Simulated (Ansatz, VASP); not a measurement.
**Cross-check of SrCl2 between VASP and Ansatz**

One calculation is typed for both programs; each brings its own data sets. How far apart do they land? The cell is taken from a series of VASP runs on this material, whose earlier steps may have relaxed, scaled or displaced it; both programs get it as it stands. Valence electrons are named where the data sets of a main pair hold unlike numbers.

Method: plane waves, with VASP 6.6.1 beside it; single point at PBE with D3(BJ) and band structure at PBE with D3(BJ), in Ansatz 0.2.0.

**1. Set-up**

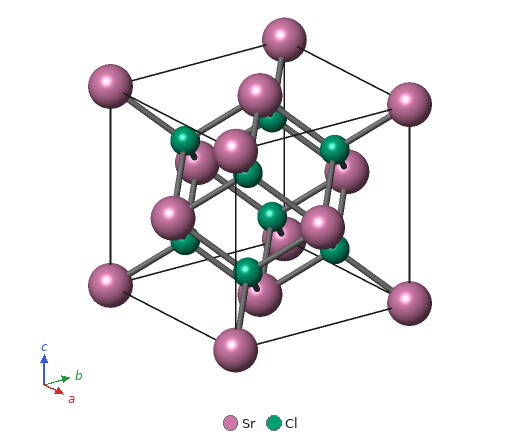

The cell as given, from a free direction (strontium pink, chlorine teal). This picture shows the conventional cell, with its axes. Some periodic images of atoms are drawn too.

**2. VASP: single point, PBE with D3(BJ)**

With cell and atoms fixed, the geometry can't cause a difference; cores, projectors, grids and the points listed under the comparison can.

Lines of VASP's logs that name or quote its potential files are left out, and so is its time.

Input file INCAR:

```
SYSTEM = SrCl2
PREC = Accurate
ENCUT = 400
EDIFF = 1E-06
NELM = 100
ISMEAR = 0
SIGMA = 0.05
LREAL = .FALSE.
ALGO = Normal
GGA = PE
IVDW = 12
LORBIT = 11
LWAVE = .FALSE.
LCHARG = .TRUE.
ISIF = 2
LELF = .TRUE.
LVHAR = .TRUE.
```

Input file POSCAR:

```
SrCl2
1.0
    0.0000000000      3.4811735938      3.4811735938
    3.4811735938      0.0000000000      3.4811735938
    3.4811735938      3.4811735938      0.0000000000
Sr Cl
1 2
Direct
    0.0000000000      0.0000000000      0.0000000000
    0.7500000000      0.7500000000      0.7500000000
    0.2500000000      0.2500000000      0.2500000000
```

Input file KPOINTS:

```
Automatic mesh
0
Gamma
6 6 6
0 0 0
```

The projector-augmented-wave data sets are Sr_sv and Cl (PBE family, release 64).

Launch:

```
> mpirun -np 1 vasp_std
```

Numbers of over 12 decimals in the logs are rounded to 6 here.

The log of the run:

```text
[banner, memory and clock lines left out]
running    1 mpi-ranks, on    1 nodes
 distrk:  each k-point on    1 cores,    1 groups
 distr:  one band on    1 cores,    1 groups

 POSCAR found type information on POSCAR SrCl
 POSCAR found :  2 types and       3 ions
 LDA part: xc-table for (Slater+PW92), standard interpolation
 POSCAR, INCAR and KPOINTS ok, starting setup
 FFT: planning ... GRIDC
 FFT: planning ... GRID_SOFT
 FFT: planning ... GRID
 WAVECAR not read
 entering main loop
       N       E                     dE             d eps       ncg     rms          rms(c)
DAV:   1     0.132293103694E+03    0.13229E+03   -0.10161E+04   512   0.110E+03
DAV:   2    -0.521201848469E+01   -0.13751E+03   -0.13448E+03   672   0.228E+02
DAV:   3    -0.128330712018E+02   -0.76211E+01   -0.76140E+01   728   0.586E+01
DAV:   4    -0.130506499532E+02   -0.21758E+00   -0.21753E+00   872   0.731E+00
DAV:   5    -0.130520280324E+02   -0.13781E-02   -0.13780E-02   736   0.641E-01    0.132E+01
DAV:   6    -0.127586525648E+02    0.29338E+00   -0.77198E-01   672   0.506E+00    0.856E+00
DAV:   7    -0.127687004404E+02   -0.10048E-01   -0.45247E-01   784   0.417E+00    0.201E+00
DAV:   8    -0.127728102960E+02   -0.41099E-02   -0.63971E-02   632   0.148E+00    0.313E-01
DAV:   9    -0.127743437321E+02   -0.15334E-02   -0.25801E-03   752   0.316E-01    0.117E-01
DAV:  10    -0.127756070083E+02   -0.12633E-02   -0.10874E-03   568   0.214E-01    0.318E-02
DAV:  11    -0.127756934158E+02   -0.86408E-04   -0.11035E-04   800   0.600E-02    0.395E-02
DAV:  12    -0.127757020675E+02   -0.86517E-05   -0.12686E-05   656   0.202E-02    0.143E-02
DAV:  13    -0.127757054212E+02   -0.33537E-05   -0.98054E-06   640   0.169E-02    0.364E-03
DAV:  14    -0.127757053159E+02    0.10530E-06   -0.36142E-07   536   0.417E-03
   1 F= -.13444285E+02 E0= -.13444285E+02  d E =-.795760E-14
```

From OUTCAR (step 2):

```text
ion  position               nearest neighbor table
   1  0.000  0.000  0.000-   2 3.01   3 3.01   2 3.01   2 3.01   2 3.01   3 3.01   3 3.01   3 3.01

  LATTYP: Found a face centered cubic cell.
 ALAT       =     6.9623471876

 Subroutine GETGRP returns: Found 48 space group operations
 (whereof 48 operations were pure point group operations)

The static configuration has the point symmetry O_h .

 Found     16 irreducible k-points:

   k-points           NKPTS =     16   k-points in BZ     NKDIM =     16   number of bands    NBANDS=     16

   dimension x,y,z NGX =    32 NGY =   32 NGZ =   32
   dimension x,y,z NGXF=    64 NGYF=   64 NGZF=   64

   ENCUT  =  400.0 eV  29.40 Ry    5.42 a.u.   8.03  8.03  8.03*2*pi/ulx,y,z

   NELECT =      24.0000    total number of electrons

 k-points in reciprocal lattice and weights: Automatic mesh
   0.00000000  0.00000000  0.00000000       0.005
   0.16666667  0.00000000  0.00000000       0.037
   0.33333333  0.00000000  0.00000000       0.037
   0.50000000  0.00000000  0.00000000       0.019
   0.16666667  0.16666667  0.00000000       0.028
   0.33333333  0.16666667  0.00000000       0.111
   0.50000000  0.16666667  0.00000000       0.111
  -0.33333333  0.16666667  0.00000000       0.111
  -0.16666667  0.16666667  0.00000000       0.056
[...]
-0.33333333  0.33333333  0.16666667       0.111
  -0.33333333  0.50000000  0.16666667       0.056

 average (electrostatic) potential at core
       1 -38.6858       2 -93.0931       3 -93.0931

 E-fermi :   0.4427

 k-point     1 :       0.0000    0.0000    0.0000
  band No.  band energies     occupation
    ...
      8      -1.9531      2.00000
      9      -1.9531      2.00000
     10      -0.1450      2.00000
     11      -0.1450      2.00000
     12      -0.1450      2.00000
     13       5.5533      0.00000
     14       6.2880      0.00000
     15       6.2880      0.00000
     16       9.2391      0.00000

 k-point     2 :       0.1667    0.0000    0.0000
  band No.  band energies     occupation
    ...
      8      -1.8508      2.00000
      9      -1.7648      2.00000
     10      -0.4582      2.00000
     11      -0.2958      2.00000
     12      -0.2958      2.00000
     13       6.1468      0.00000
     14       6.4984      0.00000
     15       6.4984      0.00000
     16       8.2293      0.00000

 k-point     3 :       0.3333    0.0000    0.0000
  band No.  band energies     occupation
    ...
      8      -1.5928      2.00000
      9      -1.4067      2.00000
     10      -0.9820      2.00000
     11      -0.6288      2.00000
     12      -0.6288      2.00000
     13       6.8213      0.00000
     14       6.8213      0.00000
     15       7.0432      0.00000
     16       8.2337      0.00000

 Edisp (eV)   -0.66858

  Total      -0.00912    -0.00912    -0.00912    -0.00000     0.00000     0.00000
  in kB      -0.17312    -0.17312    -0.17312    -0.00000     0.00000     0.00000
  external pressure =       -0.17 kB  Pullay stress =        0.00 kB

  energy-cutoff  :      400.00
  volume of cell :       84.37
      direct lattice vectors                 reciprocal lattice vectors
     0.000000000  3.481173594  3.481173594    -0.143629723  0.143629723  0.143629723
     3.481173594  0.000000000  3.481173594     0.143629723 -0.143629723  0.143629723
     3.481173594  3.481173594  0.000000000     0.143629723  0.143629723 -0.143629723

 POSITION                                       TOTAL-FORCE (eV/Angst)
 -----------------------------------------------------------------------------------
      0.00000      0.00000      0.00000         0.000000     -0.000000      0.000000
      5.22176      5.22176      5.22176        -0.000000     -0.000000     -0.000000
      1.74059      1.74059      1.74059         0.000000      0.000000      0.000000
 -----------------------------------------------------------------------------------
    total drift:                                0.000000     -0.000000      0.000000

  FREE ENERGIE OF THE ION-ELECTRON SYSTEM (eV)
  ---------------------------------------------------
  free  energy   TOTEN  =       -13.4442850828 eV

  energy  without entropy=      -13.4442850828  energy(sigma->0) =      -13.44428508

 total charge
# of ion       s       p       d       tot
------------------------------------------
    1        1.997   5.769   0.155   7.920
    2        1.592   3.584   0.000   5.176
    3        1.592   3.584   0.000   5.176
--------------------------------------------------
tot          5.182  12.937   0.155  18.273

[... 3 further parts left out ...]
```

The gap is read on the k-mesh alone, so it is an upper bound where the band edges lie off the mesh.

**3. Ansatz: single point, PBE with D3(BJ)**

Ansatz runs on its default PAW (the set named soft_2) files.

The same cell, functional, mesh and smearing now go to Ansatz, which takes its cutoff from its data sets.

Input file input.yaml:

```yaml
crystal:
  lattice:
    - [0.0, 3.4811735938, 3.4811735938]
    - [3.4811735938, 0.0, 3.4811735938]
    - [3.4811735938, 3.4811735938, 0.0]
  atoms:
    - { symbol: Sr, position: [0.0, 0.0, 0.0] }
    - { symbol: Cl, position: [0.75, 0.75, 0.75] }
    - { symbol: Cl, position: [0.25, 0.25, 0.25] }
hamiltonian:
  xc: pbe
  pseudopotentials: { kind: paw }
  dispersion: d3bj
kpoints:
  mp_grid: { grid: [6, 6, 6] }
scf:
  occupations: { method: gaussian, width: 0.05 }
  n_extra_bands: 4
output:
  forces: true
  stress: true
  eigenvalues: true
  write_density: true
  write_potential: true
  elf: true
  volumetric_format: npy
```

Launch:

```
> ansatz run input.yaml --threads 2 --pin off --max-ram 4608MiB --backend cpu --events-out ev --progress --plain --runs-dir out
```

The log of the run:

```text
scf.n_extra_bands = 4 over 12 filled bands (N_el = 24.0): the run solves 16 bands
Engine: ansatz 0.2.0, x86_64-unknown-linux-gnu
Pseudopotentials: kind: paw
Pseudopotential: Sr, paw, valence charge 10, recommended cutoff 420 eV (normal), Sr.paw.azcp
Pseudopotential: Cl, paw, valence charge 7, recommended cutoff 420 eV (normal), Cl.paw.azcp
Functional definition: PBE
  parameter kappa = 0.804
  parameter beta = 0.066725
  exchange = pbe_x(kappa = kappa, mu = beta*pi^2/3)
  correlation = pbe_c(beta = beta)
Crystal: 3 atoms, lattice volume = 84.374 Å³
Basis set: ecut = 420 eV, 1639 PW (Γ), exchange–correlation on 72×72×72 points (8 copies of the dense FFT grid, shifted against one another)
Bands: 16, of which v1, the nominal top of the filled ones, is band 12 counted from 1 (11 counted from 0)
Symmetry: 48 space group operations
Space group: Fm-3m (ITA 225), of the structure as read, at distance tolerance 4.4e-5 Å
k-points: 16 of 216
Non-local potential: Sr, projectors of the file, l = 0: 3, l = 1: 2, l = 2: 2
Non-local potential: Cl, projectors of the file, l = 0: 2, l = 1: 2, l = 2: 2
PAW form: soft (Blöchl's): semilocal exchange-correlation on the pseudo side does not see the compensation charge
PAW one-centre angular grid: Sr, 110 points (default); XC on 64 Gauss nodes
PAW one-centre angular grid: Cl, 110 points (default); XC on 64 Gauss nodes
Initial density: superposition of atomic densities (neutral atoms: chi_scale 0, normalization atom), corrected by the library's trained network
Initial wavefunctions: pseudopotential atomic-orbital guess
Functional: x = pbe(κ = 0.804, μ = 0.219515), c = pbe(β = 0.066725)
SCF iter   1: F=—  HF=-5711.388924 eV  |F-HF|=—  |Δ(HF+E_count)|=         —  Δρ=3.55e-4  dr2=5.72e-5  ethr=1.77e-3  ⟨swp⟩=9.2  Hψ=1867  notcnv=0
preconditioner: auto → none  [insulator: Δε(μ)=5.367 eV  Ē_g=14.097 eV  σ=0.050 eV  W_gap=1.00  n_scr=14 (ndim 8)  ℏωp=19.0 eV  f_vac=0.092  D(μ)=0.00/eV (n_scr^D=0)  ε∞_Penn≈2.8]
SCF iter   2: F=—  HF=-5711.389941 eV  |F-HF|=—  |Δ(HF+E_count)|=   1.02e-3  Δρ=1.88e-4  dr2=1.38e-5  ethr=2.38e-7  ⟨swp⟩=3.5  Hψ=779  notcnv=0
SCF iter   3: F=—  HF=-5711.389976 eV  |F-HF|=—  |Δ(HF+E_count)|=   3.45e-5  Δρ=9.58e-5  dr2=2.65e-6  ethr=5.73e-8  ⟨swp⟩=2.1  Hψ=368  notcnv=0
SCF iter   4: F=—  HF=-5711.390006 eV  |F-HF|=—  |Δ(HF+E_count)|=   3.09e-5  Δρ=1.48e-5  dr2=1.33e-7  ethr=1.10e-8  ⟨swp⟩=2.0  Hψ=449  notcnv=0
iter 5 did not close the SCF: its close was put off for the readings that it lacked (scf_convergence_deferred on its scf_iter line)
SCF iter   5: F=-5711.390007 eV  HF=-5711.390007 eV  |F-HF|=1.31e-8  |Δ(HF+E_count)|=   5.05e-7  Δρ=8.24e-6  dr2=4.27e-8  ethr=5.56e-10  ⟨swp⟩=2.7  Hψ=449  notcnv=0
SCF iter   6: F=-5711.390007 eV  HF=-5711.390007 eV  |F-HF|=1.04e-9  |Δ(HF+E_count)|=   2.59e-8  Δρ=3.00e-6  dr2=5.47e-9  ethr=1.78e-10  ⟨swp⟩=7.5  Hψ=1883  notcnv=0
SCF 1 converged in 6 iterations: F = -5711.390007 eV  dr2 = 5.47e-9
  greatest PAW one-centre occupation: 0.986 electrons in one spin orbital (limit 2), on the Sr atom at site 0 (counted from 0), in its partial waves of l = 0
SCF converged after 6 iterations
Free energy (F): -5711.390007 eV
Harris-Foulkes:  -5711.390007 eV  (|F-HF|=1.04e-9)
Internal energy: -5711.390007 eV  (E = F + TS)
E sigma→0 (E₀):  -5711.390007 eV
Fermi energy:    5.841654 eV
--- Per-component energies (eV) ---
  E_band       = -145.599582
  E_kinetic    = 568.852008
  E_local      = -1178.353456  (includes V_loc(G=0)·N_el)
  E_nonlocal   = 258.843410
  E_hartree    = 323.876072
  E_xc         = -389.166835
  E_vxc        = -408.145117  (∫ρ·V_xc dr)
  E_paw        = -4013.368814  (= ΣΔE_a)
  E_vpaw       = -34.550313  (= ΣTr[D̂ρ^β])
  E_aug_tail   = 0.000180  (compensation charges beyond the density's cutoff)
  E_ewald      = -1281.403803
  E_disp       = -0.668768  (pairwise vdW)
  E_smearing   = -0.000000  (= −TS)
  E_closure    = 0.000000  (closes the sum)
  Σ components = -5711.390007   (vs F -5711.390007, Δ=0.00e0)
--- Forces (eV/Å), atoms counted from 1 ---
  atom   1  Sr    -0.00000000     0.00000000     0.00000000
  atom   2  Cl    -0.00000000    -0.00000000     0.00000000
  atom   3  Cl     0.00000000     0.00000000    -0.00000000
  max |Σ_I F_I| component: 1.16e-18 eV/Å
--- Stress (GPa, compression-positive) ---
       -0.086651       0.000000       0.000000
        0.000000      -0.086651       0.000000
        0.000000      -0.000000      -0.086651
  P = ⅓ Tr σ = -0.0867 GPa (-0.867 kbar)
--- Band table (eV; the first three rows and the last of 16) ---
  k-point 0: bands = [... 8 lower, 1.0185, 2.8212, 2.8212, 2.8212, 8.5251, 9.2584, 9.2584, 12.1396]
  k-point 1: bands = [... 8 lower, 1.2059, 2.5091, 2.6713, 2.6713, 9.1184, 9.4697, 9.4697, 11.1718]
  k-point 2: bands = [... 8 lower, 1.5622, 1.9868, 2.3393, 2.3393, 9.7968, 9.7968, 10.0102, 11.1922]
  k-point 15: bands = [... 8 lower, 1.5928, 2.3252, 2.8169, 3.0869, 9.1280, 10.2885, 10.4390, 10.6075]
```

The job ended after 1.3 s (2 threads of Intel Xeon Platinum 8488C (Sapphire Rapids), shared host; peak memory 0.39 GiB).

Reading the cycles: dr2 is the Hartree energy of the density residual (eV), the measure of convergence; HF is the Harris–Foulkes estimate of the energy, which meets the free energy F at convergence.

The run ends at a pressure of -0.09 GPa.

**4. Comparison**

Known differences besides the potentials themselves: the cutoff is 420 eV in Ansatz and 400 eV in VASP; VASP leaves aspherical gradient terms in its spheres out (LASPH is not set), Ansatz keeps them. Total energies have different zeros and are not compared.

The two programs side by side:

```csv
quantity,Ansatz,VASP,difference
pressure (GPa),-0.09,-0.02,-0.07
gap on the k mesh (eV),5.367,5.359,+0.009
```

A gap on the mesh is an upper bound, since the band edges may lie between its points.

[end of part 1 of 2]

[Lines on the potential files, build, host, timing and source positions are cut from VASP's logs without a mark.]

[Logs are printed without paths, hosts, clocks, repeated set-up lines and the standing remarks that a program may print on its own settings, such as how far it seeks lower states.]

[Hosts, paths, dates, database ids (printed as entryN), source tags and the programs' standing remarks are cut or masked in the printed files.]
